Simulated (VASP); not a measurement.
Band structure of La (dhcp). Level of theory: revPBE GGA, VASP's PBE PAW potentials (set 64) (plane waves; VASP).

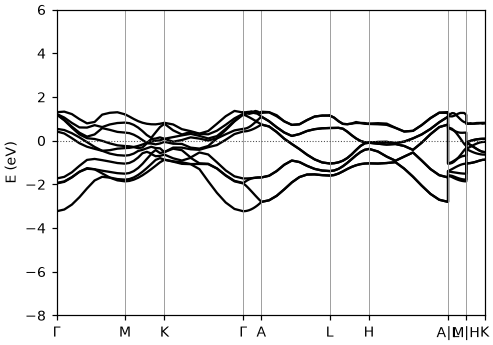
Figure. Bands along high-symmetry lines, zero at the valence-band maximum or, without a gap, the Fermi level

Task: Read the plot: is there a gap, and where are the band edges?

Result: It has no gap at this level: it comes out as a metal or semimetal. (Edges off the drawn lines would not show.)

The compound is La in the dhcp structure. It was relaxed first.
